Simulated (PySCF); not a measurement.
# GaSi (quartet) at other levels of theory

Starting from one script, swap the method and compare what comes out for GaSi (quartet).

Method: method and basis as typed in the scripts; program: PySCF 2.14.0.

2 further runs of the same task are left out: 2 that didn't finish.

## 1. Where the work starts

GaSi (quartet): 2 atoms, charge 0, spin multiplicity 4.

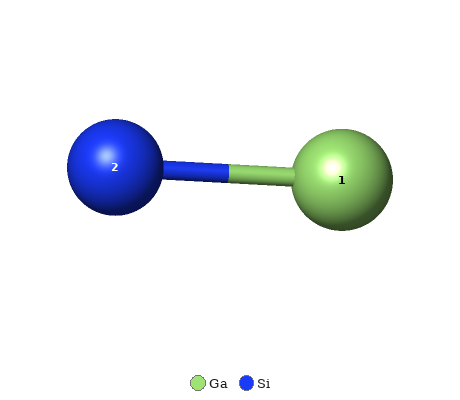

The starting geometry (gallium green, silicon blue); atoms are numbered from 1 in the order of the file.

## 2. Base script

Input file input.py:

```python
from pyscf import gto, scf, mcscf

mol = gto.M(
    atom='Ga 0 0 0; Si 0 0 2.436',
    basis='6-31g',
    charge=0,
    spin=3,
    verbose=4,
)
mf = scf.ROHF(mol)
mf.kernel()
mc = mcscf.CASCI(mf, 6, 5)
mc.kernel()
mc.analyze()
mf.dip_moment()
print('orbital energies (hartree):', mf.mo_energy[..., max(0, mol.nelec[1]-3):mol.nelec[0]+3].round(4))
```

Started as:

```console
> OMP_NUM_THREADS=1 python input.py
```

Its log is not repeated here.

Base result: E(SCF) = -2211.771677 Eh, 11 cycles, E(CAS) − E(SCF) = -0.01489 Eh, μ = 2.13 D (of the SCF density).

The bond length is a typed value, not an optimised one. The quartet is typed in the script; nothing here shows that it is the ground state.

## 3. Polarisability (UHF)

Run 1 changes step after the SCF: casci → polarizability; SCF type: ROHF → UHF.

Input file input.py:

```python
from pyscf import gto, scf
from pyscf.prop.polarizability import uhf as pol

mol = gto.M(
    atom='Ga 0 0 0; Si 0 0 2.436',
    basis='6-31g',
    charge=0,
    spin=3,
    verbose=4,
)
mf = scf.UHF(mol)
mf.kernel()
print('polarizability (a.u.)')
print(pol.Polarizability(mf).polarizability().round(4))
mf.dip_moment()
print('orbital energies (hartree):', [e[max(0, n-3):n+3].round(4) for e, n in zip(mf.mo_energy, mol.nelec)])
```

Started as:

```console
> OMP_NUM_THREADS=1 python input.py
```

The program printed:

```text
PySCF version 2.14.0

[INPUT] verbose = 4
[INPUT] num. atoms = 2
[INPUT] num. electrons = 45
[INPUT] charge = 0
[INPUT] spin (= nelec alpha-beta = 2S) = 3
[INPUT] symmetry False subgroup None
[INPUT] Mole.unit = angstrom
[INPUT] Symbol           X                Y                Z      unit          X                Y                Z       unit  Magmom
[INPUT]  1 Ga     0.000000000000   0.000000000000   0.000000000000 AA    0.000000000000   0.000000000000   0.000000000000 Bohr   0.0
[INPUT]  2 Si     0.000000000000   0.000000000000   2.436000000000 AA    0.000000000000   0.000000000000   4.603372839440 Bohr   0.0

nuclear repulsion = 94.2786984972414
number of shells = 18
number of NR pGTOs = 136
number of NR cGTOs = 40
basis = 6-31g
ecp = {}

******** <class 'pyscf.scf.uhf.UHF'> ********
method = UHF
initial guess = minao
damping factor = 0
level_shift factor = 0
DIIS = <class 'pyscf.scf.diis.CDIIS'>
diis_start_cycle = 1
diis_space = 8
diis_damp = 0
SCF conv_tol = 1e-09
SCF conv_tol_grad = None
SCF max_cycles = 50
direct_scf = True
direct_scf_tol = 1e-13
number electrons alpha = 24  beta = 21
Set gradient conv threshold to 3.16228e-05
init E= -2211.06197918754
[... the frontier-level lines of each cycle are left out ...]

cycle= 1 E= -2211.75584002523  delta_E= -0.694  |g|= 0.11  |ddm|=  1.1
cycle= 2 E= -2211.76926446099  delta_E= -0.0134  |g|= 0.0506  |ddm|= 0.29
cycle= 3 E= -2211.77157721142  delta_E= -0.00231  |g|= 0.022  |ddm|= 0.0974
cycle= 4 E= -2211.77314499404  delta_E= -0.00157  |g|= 0.0107  |ddm|= 0.105
cycle= 5 E= -2211.77382490598  delta_E= -0.00068  |g|= 0.00655  |ddm|= 0.0636
cycle= 6 E= -2211.77424073213  delta_E= -0.000416  |g|= 0.00336  |ddm|= 0.0593
cycle= 7 E= -2211.77434906584  delta_E= -0.000108  |g|= 0.00158  |ddm|= 0.0361
cycle= 8 E= -2211.77437167828  delta_E= -2.26e-05  |g|= 0.000671  |ddm|= 0.0217
cycle= 9 E= -2211.77437480506  delta_E= -3.13e-06  |g|= 0.000209  |ddm|= 0.00987
cycle= 10 E= -2211.7743750635  delta_E= -2.58e-07  |g|= 4.06e-05  |ddm|= 0.00283
cycle= 11 E= -2211.77437506937  delta_E= -5.86e-09  |g|= 1.51e-05  |ddm|= 0.000277
cycle= 12 E= -2211.77437507021  delta_E= -8.45e-10  |g|= 2.92e-06  |ddm|= 0.000128
Extra cycle  E= -2211.77437507023  delta_E= -1.96e-11  |g|= 1.39e-06  |ddm|= 1.17e-05
converged SCF energy = -2211.77437507023  <S^2> = 3.7665368  2S+1 = 4.0082599
polarizability (a.u.)
Isotropic polarizability 72.7675177513
Polarizability anisotropy 77.0071677104
[[ 47.0985   0.      -0.    ]
 [  0.      47.0985   0.    ]
 [ -0.       0.     124.1056]]
Dipole moment(X, Y, Z, Debye): -0.00000,  0.00000, -2.29595
orbital energies (hartree): [array([-0.289 , -0.2875, -0.2875,  0.0236,  0.0236,  0.1014]), array([-1.1715, -0.5265, -0.3397,  0.0072,  0.0072,  0.02  ])]
```

It took 1.5 s on 1 thread of Arm Neoverse V1, shared host.

This run: E(SCF) = -2211.774375 Eh (-0.0734 eV from the base), 12 cycles, ⟨S²⟩ = 3.767, μ = 2.30 D, α(xx, yy, zz) = 47.1, 47.1, 124.1 bohr³.

## 4. Mn15l (ROKS)

Run 2 changes functional: none (Hartree–Fock) → mn15l; SCF type: ROHF → ROKS; step after the SCF: casci → analyze.

Input file input.py:

```python
from pyscf import gto, dft

mol = gto.M(
    atom='Ga 0 0 0; Si 0 0 2.436',
    basis='6-31g',
    charge=0,
    spin=3,
    verbose=4,
)
mf = dft.ROKS(mol, xc='mn15l')
mf.kernel()
mf.analyze()
print('orbital energies (hartree):', mf.mo_energy[..., max(0, mol.nelec[1]-3):mol.nelec[0]+3].round(4))
```

Started as:

```console
> OMP_NUM_THREADS=1 python input.py
```

The program printed:

```text
[... 20 set-up lines left out, the same as in an earlier log ...]
******** <class 'pyscf.dft.roks.ROKS'> ********
method = ROKS
[... 12 set-up lines left out, the same as in an earlier log ...]
num. doubly occ = 21  num. singly occ = 3
XC library pyscf.dft.libxc version 7.0.0
    S. Lehtola, C. Steigemann, M. J.T. Oliveira, and M. A.L. Marques.,  SoftwareX 7, 1–5 (2018)
XC functionals = mn15l
    H. S. Yu, X. He, and D. G. Truhlar.,  J. Chem. Theory Comput. 12, 1280-1293 (2016)
    H. S. Yu, X. He, and D. G. Truhlar.,  J. Chem. Theory Comput. 12, 1280-1293 (2016)
radial grids:
    Treutler-Ahlrichs [JCP 102, 346 (1995); DOI:10.1063/1.469408] (M4) radial grids
[... 1 set-up line left out, the same as in an earlier log ...]
becke partition: Becke, JCP 88, 2547 (1988); DOI:10.1063/1.454033
pruning grids: <function nwchem_prune>
grids dens level: 3
symmetrized grids: False
atomic radii adjust function: <function treutler_atomic_radii_adjust>
small_rho_cutoff = 0
[... 1 set-up line left out, the same as in an earlier log ...]
tot grids = 40088
init E= -2213.28927593732
  HOMO = -0.149383299915954  LUMO = -0.0560930220020685  gap/eV = 2.53856
cycle= 1 E= -2213.81088287622  delta_E= -0.522  |g|= 0.157  |ddm|= 1.23
  HOMO = -0.163841008917388  LUMO = -0.0738327310944494  gap/eV = 2.44925
cycle= 2 E= -2213.81352627548  delta_E= -0.00264  |g|= 0.129  |ddm|= 0.296
  HOMO = -0.157584755164964  LUMO = -0.06372194551638  gap/eV = 2.55414
cycle= 3 E= -2213.81474761196  delta_E= -0.00122  |g|= 0.0422  |ddm|= 0.187
  HOMO = -0.153734746626697  LUMO = -0.0644519525457646  gap/eV = 2.42951
cycle= 4 E= -2213.81674018804  delta_E= -0.00199  |g|= 0.013  |ddm|= 0.111
  HOMO = -0.151476844017037  LUMO = -0.0622174761252796  gap/eV = 2.42887
cycle= 5 E= -2213.81690792098  delta_E= -0.000168  |g|= 0.00259  |ddm|= 0.0372
  HOMO = -0.151266904775274  LUMO = -0.062456477229374  gap/eV = 2.41665
cycle= 6 E= -2213.81691793868  delta_E= -1e-05  |g|= 0.000419  |ddm|= 0.00889
  HOMO = -0.151298823108776  LUMO = -0.062470323304845  gap/eV = 2.41715
cycle= 7 E= -2213.81691820746  delta_E= -2.69e-07  |g|= 0.000179  |ddm|= 0.00161
  HOMO = -0.151319069210959  LUMO = -0.0624799567044147  gap/eV = 2.41744
cycle= 8 E= -2213.81691825591  delta_E= -4.84e-08  |g|= 1.35e-05  |ddm|= 0.000847
  HOMO = -0.151314360654201  LUMO = -0.0624750363032361  gap/eV = 2.41744
cycle= 9 E= -2213.81691825602  delta_E= -1.09e-10  |g|= 2.18e-06  |ddm|= 2.95e-05
  HOMO = -0.151314631077621  LUMO = -0.0624746308235745  gap/eV = 2.41746
Extra cycle  E= -2213.81691825598  delta_E= 4.27e-11  |g|= 6.43e-06  |ddm|= 1.9e-05
converged SCF energy = -2213.81691825598
**** SCF Summaries ****
Total Energy =                       -2213.816918255979090
Nuclear Repulsion Energy =              94.278698497241393
One-electron Energy =                -3273.687663182776305
Two-electron Energy =                  965.592046429556149
Two-electron Coulomb Energy =         1061.513724131626077
DFT Exchange-Correlation Energy =      -95.921677702069957
HOMO-LUMO gap [eV] =                     2.417459540929747
**** MO energy ****
                Roothaan           | alpha              | beta
MO #1   energy= -371.824659037079  | -371.825179835378  | -371.82413823878   occ= 2
MO #2   energy= -65.8639780862724  | -65.8682481106909  | -65.859708061854   occ= 2
MO #3   energy= -45.5236913829616  | -45.5243256437731  | -45.52305712215    occ= 2
MO #4   energy= -40.4698248194598  | -40.4704490800709  | -40.4692005588485  occ= 2
MO #5   energy= -40.4698248194597  | -40.4704490800709  | -40.4692005588485  occ= 2
MO #6   energy= -40.4695550444841  | -40.4702478843537  | -40.4688622046144  occ= 2
MO #7   energy= -5.39974625905171  | -5.39997251296902  | -5.39952000513838  occ= 2
MO #8   energy= -5.29703608075082  | -5.2987767298149   | -5.29529543168403  occ= 2
MO #9   energy= -3.71044769141076  | -3.71083610927446  | -3.71005927354674  occ= 2
MO #10  energy= -3.71044769141074  | -3.71083610927445  | -3.71005927354673  occ= 2
MO #11  energy= -3.70795976091009  | -3.70828634285216  | -3.70763317899235  occ= 2
MO #12  energy= -3.60648404822934  | -3.61015344650922  | -3.6028146499552   occ= 2
MO #13  energy= -3.60648404822932  | -3.61015344650921  | -3.60281464995519  occ= 2
MO #14  energy= -3.6056715883248   | -3.60915746890775  | -3.60218570773648  occ= 2
MO #15  energy= -0.685917352405253 | -0.687473531660391 | -0.684361173430203 occ= 2
MO #16  energy= -0.683680955217146 | -0.68448830845571  | -0.68287360197859  occ= 2
MO #17  energy= -0.68368068469587  | -0.684489269560466 | -0.682872099831274 occ= 2
MO #18  energy= -0.682652078120772 | -0.683714643289223 | -0.681589513076835 occ= 2
MO #19  energy= -0.682652078120744 | -0.68371464328921  | -0.681589513076823 occ= 2
MO #20  energy= -0.430241950825144 | -0.463885493601127 | -0.396598404753857 occ= 2
MO #21  energy= -0.286228153642981 | -0.312354029439804 | -0.260102425537813 occ= 2
MO #22  energy= -0.152372040857761 | -0.187814365703423 | -0.116929292987186 occ= 1
MO #23  energy= -0.152372040857759 | -0.187814365703421 | -0.116929292987186 occ= 1
MO #24  energy= -0.151314631077621 | -0.18663126848846  | -0.115997726622392 occ= 1
MO #25  energy= -0.0624746308235745 | -0.0810111340766819 | -0.0439385405977781 occ= 0
MO #26  energy= -0.0624746308235705 | -0.0810111340766826 | -0.043938540597782 occ= 0
MO #27  energy= 0.0290679055162197 | 0.0171802410109105 | 0.0409555213401872 occ= 0
MO #28  energy= 0.0774059442303163 | 0.0665222507315685 | 0.0882896093081892 occ= 0
MO #29  energy= 0.140096475636197  | 0.134329107796399  | 0.145863851067778  occ= 0
MO #30  energy= 0.140096475636207  | 0.134329107796402  | 0.145863851067782  occ= 0
MO #31  energy= 0.162312080228026  | 0.141376461685377  | 0.183247726635953  occ= 0
MO #32  energy= 0.275151550759278  | 0.246409173700406  | 0.303893861957394  occ= 0
MO #33  energy= 0.299071508460164  | 0.271381707552981  | 0.326761292033326  occ= 0
MO #34  energy= 0.299071508460217  | 0.271381707552985  | 0.32676129203333   occ= 0
MO #35  energy= 0.379619553798223  | 0.357086167947883  | 0.402152932770398  occ= 0
MO #36  energy= 2.52855840133118   | 2.52654673137899   | 2.53057007128335   occ= 0
MO #37  energy= 2.52856175822527   | 2.52655668473109   | 2.53056683171944   occ= 0
MO #38  energy= 2.53220903504452   | 2.52894206407999   | 2.5354760058838    occ= 0
MO #39  energy= 2.53220903504455   | 2.52894206407998   | 2.5354760058838    occ= 0
MO #40  energy= 2.56144244579423   | 2.55746663119851   | 2.56541826001825   occ= 0
 ** Mulliken pop on meta-lowdin orthogonal AOs  **
 ** Mulliken pop  **
pop of  0 Ga 1s           2.00000
pop of  0 Ga 2s           1.99997
pop of  0 Ga 3s           1.99928
pop of  0 Ga 4s           1.74561
pop of  0 Ga 5s           0.01448
pop of  0 Ga 2px          2.00000
pop of  0 Ga 2py          2.00000
pop of  0 Ga 2pz          2.00000
pop of  0 Ga 3px          1.99981
pop of  0 Ga 3py          1.99981
pop of  0 Ga 3pz          1.99986
pop of  0 Ga 4px          0.26681
pop of  0 Ga 4py          0.26681
pop of  0 Ga 4pz          0.63938
pop of  0 Ga 5px          0.00018
pop of  0 Ga 5py          0.00018
pop of  0 Ga 5pz          0.00697
pop of  0 Ga 3dxy         1.99986
pop of  0 Ga 3dyz         1.99888
pop of  0 Ga 3dz^2        1.99420
pop of  0 Ga 3dxz         1.99888
pop of  0 Ga 3dx2-y2      1.99986
pop of  0 Ga 4dxy         0.00014
pop of  0 Ga 4dyz         0.00016
pop of  0 Ga 4dz^2        0.00026
pop of  0 Ga 4dxz         0.00016
pop of  0 Ga 4dx2-y2      0.00014
pop of  1 Si 1s           2.00000
pop of  1 Si 2s           1.99988
pop of  1 Si 3s           1.73848
pop of  1 Si 4s           0.00791
pop of  1 Si 2px          1.99992
pop of  1 Si 2py          1.99992
pop of  1 Si 2pz          1.99992
pop of  1 Si 3px          0.73264
pop of  1 Si 3py          0.73264
pop of  1 Si 3pz          0.85120
pop of  1 Si 4px          0.00160
pop of  1 Si 4py          0.00160
pop of  1 Si 4pz          0.00262
 ** Mulliken atomic charges  **
charge of    0Ga =      0.06833
charge of    1Si =     -0.06833
Dipole moment(X, Y, Z, Debye): -0.00000, -0.00000, -1.41077
orbital energies (hartree): [-0.6827 -0.4302 -0.2862 -0.1524 -0.1524 -0.1513 -0.0625 -0.0625  0.0291]
```

Run time: 8.1 s. Hardware: 1 thread of Arm Neoverse V1, shared host; peak memory 0.2 GiB.

Outcome: E(SCF) = -2213.816918 Eh, 9 cycles, μ = 1.41 D.

## 5. SCF alone

Run 3 changes step after the SCF: casci → none.

input.py, as its differences from that of step 2:

```diff
@@ -1,2 +1,2 @@
-from pyscf import gto, scf, mcscf
+from pyscf import gto, scf
 
@@ -11,5 +11,2 @@
 mf.kernel()
-mc = mcscf.CASCI(mf, 6, 5)
-mc.kernel()
-mc.analyze()
 mf.dip_moment()
```

Started as:

```console
> OMP_NUM_THREADS=1 python input.py
```

The program printed:

```text
[... 20 set-up lines left out, the same as in an earlier log ...]
******** <class 'pyscf.scf.rohf.ROHF'> ********
method = ROHF
[... 14 set-up lines left out, the same as in an earlier log ...]
init E= -2211.06197918754
  HOMO = -0.0848841848439248  LUMO = 0.0373339389894033  gap/eV = 3.32572
cycle= 1 E= -2211.75584002523  delta_E= -0.694  |g|= 0.131  |ddm|=  1.1
  HOMO = -0.141244352599733  LUMO = 0.0411194440196722  gap/eV = 4.96237
cycle= 2 E= -2211.76748016083  delta_E= -0.0116  |g|= 0.0625  |ddm|= 0.309
  HOMO = -0.123572105235756  LUMO = 0.0460604841530329  gap/eV = 4.61594
cycle= 3 E= -2211.76922070814  delta_E= -0.00174  |g|= 0.0173  |ddm|= 0.0796
  HOMO = -0.119403631129659  LUMO = 0.0492794655731826  gap/eV = 4.59010
cycle= 4 E= -2211.77040909491  delta_E= -0.00119  |g|= 0.0114  |ddm|= 0.0758
  HOMO = -0.116534452240538  LUMO = 0.0459489224393698  gap/eV = 4.42140
cycle= 5 E= -2211.77118687496  delta_E= -0.000778  |g|= 0.00689  |ddm|= 0.0713
  HOMO = -0.117570832033765  LUMO = 0.0458101157510718  gap/eV = 4.44582
cycle= 6 E= -2211.77143624729  delta_E= -0.000249  |g|= 0.00456  |ddm|= 0.0393
  HOMO = -0.115543204610717  LUMO = 0.0452285651488012  gap/eV = 4.37482
cycle= 7 E= -2211.77165338093  delta_E= -0.000217  |g|= 0.00242  |ddm|= 0.0602
  HOMO = -0.115753404032101  LUMO = 0.0456666162366301  gap/eV = 4.39246
cycle= 8 E= -2211.77167724351  delta_E= -2.39e-05  |g|= 0.000211  |ddm|= 0.0247
  HOMO = -0.115844878398104  LUMO = 0.0457004929192477  gap/eV = 4.39587
cycle= 9 E= -2211.7716773942  delta_E= -1.51e-07  |g|= 5.96e-05  |ddm|= 0.0019
  HOMO = -0.115856049914005  LUMO = 0.0456977211819508  gap/eV = 4.39610
cycle= 10 E= -2211.77167740225  delta_E= -8.05e-09  |g|= 1.31e-05  |ddm|= 0.000445
  HOMO = -0.115850688432699  LUMO = 0.0456979005078258  gap/eV = 4.39596
cycle= 11 E= -2211.77167740263  delta_E= -3.81e-10  |g|= 2.49e-06  |ddm|= 0.0001
  HOMO = -0.115851208629231  LUMO = 0.0456986079580609  gap/eV = 4.39599
Extra cycle  E= -2211.77167740264  delta_E= -1e-11  |g|= 1.27e-06  |ddm|= 1.3e-05
converged SCF energy = -2211.77167740264
Dipole moment(X, Y, Z, Debye): -0.00000,  0.00000, -2.13058
orbital energies (hartree): [-1.1729 -0.5971 -0.3932 -0.1346 -0.1159 -0.1159  0.0457  0.0457  0.1152]
```

Run time: 1.2 s. Hardware: 1 thread of Arm Neoverse V1, shared host.

This run: E(SCF) = -2211.771677 Eh (no change), 11 cycles, μ = 2.13 D.

## 6. MP2 (UHF)

Run 4 changes step after the SCF: casci → mp2; SCF type: ROHF → UHF; frozen orbitals: none → 14.

Input file input.py:

```python
from pyscf import gto, scf, mp

mol = gto.M(
    atom='Ga 0 0 0; Si 0 0 2.436',
    basis='6-31g',
    charge=0,
    spin=3,
    verbose=4,
)
mf = scf.UHF(mol)
mf.kernel()
mp.MP2(mf, frozen=14).kernel()
mf.dip_moment()
print('orbital energies (hartree):', [e[max(0, n-3):n+3].round(4) for e, n in zip(mf.mo_energy, mol.nelec)])
```

Started as:

```console
> OMP_NUM_THREADS=1 python input.py
```

The program printed:

```text
[... 36 set-up lines left out, the same as in an earlier log ...]
init E= -2211.06197918754
[... the frontier-level lines of each cycle are left out ...]

cycle= 1 E= -2211.75584002523  delta_E= -0.694  |g|= 0.11  |ddm|=  1.1
cycle= 2 E= -2211.76926446099  delta_E= -0.0134  |g|= 0.0506  |ddm|= 0.29
cycle= 3 E= -2211.77157721142  delta_E= -0.00231  |g|= 0.022  |ddm|= 0.0974
cycle= 4 E= -2211.77314499404  delta_E= -0.00157  |g|= 0.0107  |ddm|= 0.105
cycle= 5 E= -2211.77382490598  delta_E= -0.00068  |g|= 0.00655  |ddm|= 0.0636
cycle= 6 E= -2211.77424073213  delta_E= -0.000416  |g|= 0.00336  |ddm|= 0.0593
cycle= 7 E= -2211.77434906584  delta_E= -0.000108  |g|= 0.00158  |ddm|= 0.0361
cycle= 8 E= -2211.77437167828  delta_E= -2.26e-05  |g|= 0.000671  |ddm|= 0.0217
cycle= 9 E= -2211.77437480506  delta_E= -3.13e-06  |g|= 0.000209  |ddm|= 0.00987
cycle= 10 E= -2211.7743750635  delta_E= -2.58e-07  |g|= 4.06e-05  |ddm|= 0.00283
cycle= 11 E= -2211.77437506937  delta_E= -5.86e-09  |g|= 1.51e-05  |ddm|= 0.000277
cycle= 12 E= -2211.77437507021  delta_E= -8.45e-10  |g|= 2.92e-06  |ddm|= 0.000128
Extra cycle  E= -2211.77437507023  delta_E= -1.96e-11  |g|= 1.39e-06  |ddm|= 1.17e-05
converged SCF energy = -2211.77437507023  <S^2> = 3.7665368  2S+1 = 4.0082599

******** <class 'pyscf.mp.ump2.UMP2'> ********
nocc = (np.int64(10), np.int64(7)), nmo = (26, 26)
frozen orbitals 14
E(UMP2) = -2211.98447379093  E_corr = -0.210098720696129
E(SCS-UMP2) = -2211.96607423981  E_corr = -0.191699169576193
E_corr(same-spin) = -0.0697145714528796
E_corr(oppo-spin) = -0.14038414924325
Dipole moment(X, Y, Z, Debye): -0.00000,  0.00000, -2.29595
orbital energies (hartree): [array([-0.289 , -0.2875, -0.2875,  0.0236,  0.0236,  0.1014]), array([-1.1715, -0.5265, -0.3397,  0.0072,  0.0072,  0.02  ])]
```

Wall time 1.4 s (1 thread of Arm Neoverse V1, shared host).

This run: E(SCF) = -2211.774375 Eh (-0.0734 eV from the base), 12 cycles, E(MP2) − E(SCF) = -0.21010 Eh, ⟨S²⟩ = 3.767, μ = 2.30 D (of the SCF density).

## 7. All runs together

```csv
run,E(SCF) (hartree),from base (eV),cycles,"gap, α spin (eV)",SCF dipole (D),after the SCF
base,-2211.771677,0,11,n/a,2.13,CASCI correlation -0.405 eV
polarisability (UHF),-2211.774375,-0.0734,12,8.47,2.30,n/a
mn15l (ROKS),-2213.816918,not comparable,9,n/a,1.41,n/a
SCF alone,-2211.771677,0.0000,11,n/a,2.13,n/a
MP2 (UHF),-2211.774375,-0.0734,12,8.47,2.30,"MP2 correlation -5.717 eV, core frozen"
```

Wall time on 1 thread of Arm Neoverse V1, shared host, start-up included: base 1.5 s; polarisability (UHF) 1.5 s; mn15l (ROKS) 8.1 s; SCF alone 1.2 s; MP2 (UHF) 1.4 s.

**Reading.** Total energies of different functionals can't be compared with each other; differences within one functional can. The dearest run is “mn15l (ROKS)”, at 8.1 s against 1.5 s.
